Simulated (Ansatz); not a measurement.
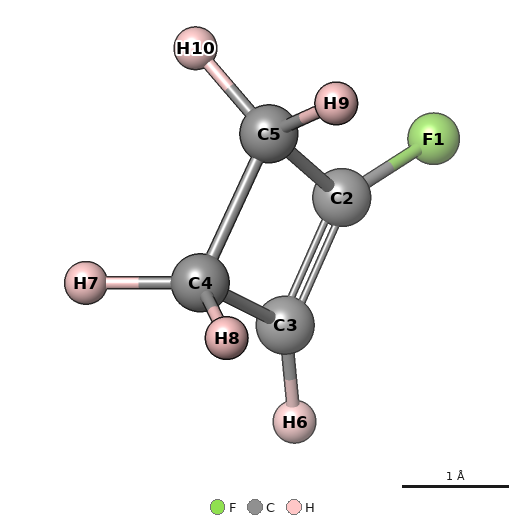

Orthographic view. Depth is shown by fading: the farther an atom, the more it takes the colour of the background. Computed geometry: PBE0-D4/def2-TZVP optimisation. No frequency run is at hand to confirm it as a minimum.

Write a MOL file (V2000) with the atoms in numerical order, bonds sorted by atom number with the orders drawn, and coordinates in the frame of the picture: x right, y up, z towards the viewer, origin at the mean position.

```
C4H5F
                    3D

 10 10  0  0  0  0  0  0  0  0999 V2000
    1.5800    0.8400   -1.5800 F   0  0  0  0  0  0  0  0  0  0  0  0
    0.7100    0.2800   -0.7600 C   0  0  0  0  0  0  0  0  0  0  0  0
    0.1700   -0.9300   -0.6800 C   0  0  0  0  0  0  0  0  0  0  0  0
   -0.6300   -0.5300    0.5400 C   0  0  0  0  0  0  0  0  0  0  0  0
    0.0200    0.8900    0.4200 C   0  0  0  0  0  0  0  0  0  0  0  0
    0.2600   -1.8500   -1.2500 H   0  0  0  0  0  0  0  0  0  0  0  0
   -1.7200   -0.5300    0.4100 H   0  0  0  0  0  0  0  0  0  0  0  0
   -0.3800   -1.0500    1.4600 H   0  0  0  0  0  0  0  0  0  0  0  0
    0.6600    1.1800    1.2500 H   0  0  0  0  0  0  0  0  0  0  0  0
   -0.6800    1.7000    0.1900 H   0  0  0  0  0  0  0  0  0  0  0  0
  1  2  1  0
  2  3  2  0
  2  5  1  0
  3  4  1  0
  3  6  1  0
  4  5  1  0
  4  7  1  0
  4  8  1  0
  5  9  1  0
  5 10  1  0
M  END
```
